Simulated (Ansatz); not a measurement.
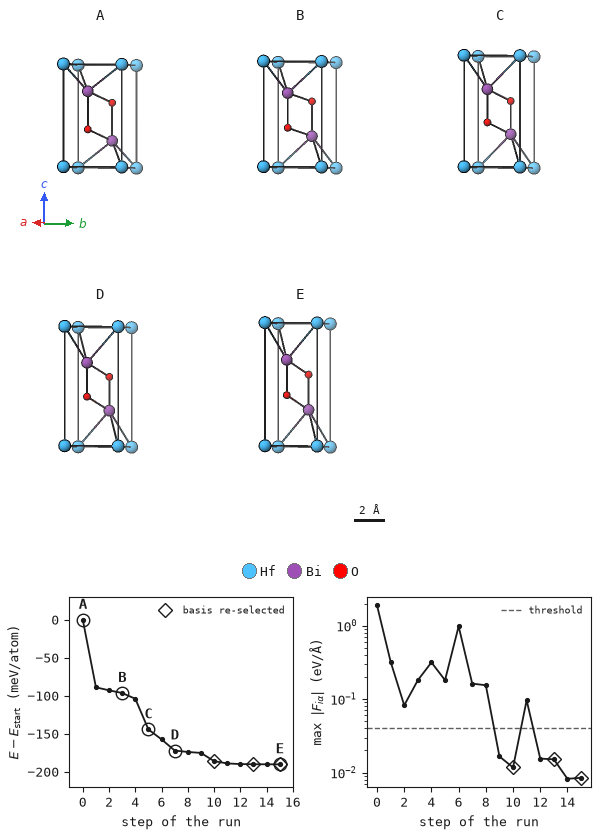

Frames of a relaxation of solid HfBi2O2 (a generated structure, set up in P-3m1) (coarse preliminary run), marked on the history of the run. A ball-and-stick model of the cell of the calculation, seen from a free direction.

The calculation used Ansatz, DFT PBE, scalar-relativistic, plane waves, PAW.

Input file:
```yaml
crystal:
  lattice:
    - [4.12822896, 0.0, 0.0]
    - [-2.06411448, 3.57515115, 0.0]
    - [0.0, 0.0, 6.9887501]
  atoms:
    - { symbol: Hf, position: [0.0, 0.0, 0.0] }
    - { symbol: Bi, position: [0.33333333, 0.66666667, 0.2606] }
    - { symbol: Bi, position: [0.66666667, 0.33333333, 0.7394] }
    - { symbol: O, position: [0.33333333, 0.66666667, 0.6318] }
    - { symbol: O, position: [0.66666667, 0.33333333, 0.3682] }
basis:
  ecutwfc: 420
kpoints:
  mp_grid: { grid: [6, 6, 4] }
hamiltonian:
  xc: pbe
scf:
  occupations: { method: gaussian, width: 0.1 }
  lower_state_search: "off"
output:
  forces: true
  stress: true
  eigenvalues: true
relax:
  adjacent_minimum: "off"
  f_tol: 0.04
  max_steps: 70
  cell: { stress_tol: 0.4 }
```

Command:
```bash
ansatz run input.yaml --threads 1 --pin off --max-ram 2560MiB --backend cpu --events-out ev --progress --plain --runs-dir out
```

What happens along the run?

Answer. The largest moves relative to the cell, 0.39 Å, are those of O4 and O5. O4 goes along −c. Largest moves by element: O 0.39 Å, Bi 0.32 Å. Hf stays in place. The drawn cell changes as follows: a = b 4.128 → 3.691 Å (−10.6 %), c 6.989 → 8.384 Å (+20.0 %); the volume changes by −4.1 %. Among the contacts that change: Hf1–Bi2 3.000 → 3.289 Å, Bi2–O4 2.594 → 2.403 Å, Bi2–O5 2.499 → 2.342 Å. Among the angles between lasting bonds that change: Bi2–Hf1–Bi3 93.0° → 111.7°, Bi2–Hf1–Bi2 87.0° → 68.3°, Bi2–O5–Bi2 111.4° → 104.0°. The space group stays P-3m1 (No. 164). After 12 accepted moves (15 points after the start) the energy has fallen by 190 meV per atom. The largest force component goes from 1.9 to 0.0085 eV/Å. The pressure goes from 0.00 to −0.05 GPa. The SCF was repeated 3 times at an unchanged geometry on a basis and grid sized afresh for the cell, which shifted the energy by 10.8 meV per atom at most. From step 0 to 3: Bi atoms move most (0.27 Å), volume +1.7 %, energy −96.2 meV per atom. From step 3 to 5: O atoms move most (0.22 Å), volume −2.1 %, energy −47.9 meV per atom. From step 5 to 7: O atoms move most (0.11 Å), volume −1.8 %, energy −27.7 meV per atom. From step 7 to 15: Bi atoms move most (0.02 Å), volume −1.9 %, energy −18.2 meV per atom.

| step | E − E(0), meV/atom | largest force component, eV/Å | pressure, GPa | volume, Å³/atom | note |
| --- | --- | --- | --- | --- | --- |
| 0 | 0.00 | 1.8845 | 0.00 | 20.629 |  |
| 1 | -88.73 | 0.3226 | 0.24 | 20.748 |  |
| 2 | -92.68 | 0.0824 | 0.08 | 20.890 |  |
| 3 | -96.23 | 0.1807 | -0.31 | 20.981 |  |
| 4 | -103.79 | 0.3159 | -0.26 | 20.915 |  |
| 5 | -144.15 | 0.1811 | -0.39 | 20.543 |  |
| 6 | -157.21 | 0.9797 | 1.17 | 20.273 |  |
| 7 | -171.86 | 0.1624 | -1.35 | 20.173 |  |
| 8 | -173.77 | 0.1544 | 1.02 | 19.580 |  |
| 9 | -175.00 | 0.0166 | 0.03 | 19.786 |  |
| 10 | -185.78 | 0.0117 | 0.65 | 19.786 | same geometry, new basis |
| 11 | -188.84 | 0.0965 | 0.01 | 19.864 |  |
| 12 | -189.69 | 0.0155 | 0.20 | 19.737 |  |
| 13 | -189.94 | 0.0151 | 0.22 | 19.737 | same geometry, new basis |
| 14 | -189.98 | 0.0082 | -0.06 | 19.786 |  |
| 15 | -190.06 | 0.0085 | -0.05 | 19.786 | same geometry, new basis |
